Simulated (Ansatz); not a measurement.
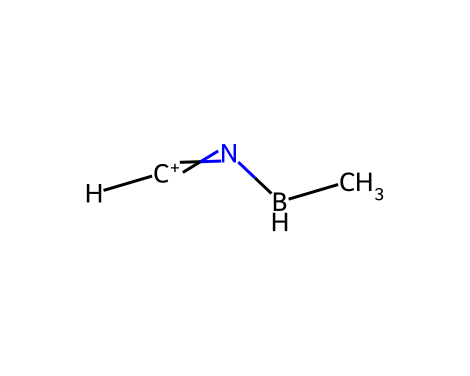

Figure made from data computed with Ansatz.

A structural formula. Charge +1, singlet.

Question: Write the SMILES.

Answer: [CH+]=NBC

Question: What is the molecular formula?

Answer: C2H5BN, charge +1.

Question: An optimisation with PBE0-D4/def2-TZVP gave a structure of which point group?

Answer: C1. Other conformers may differ.
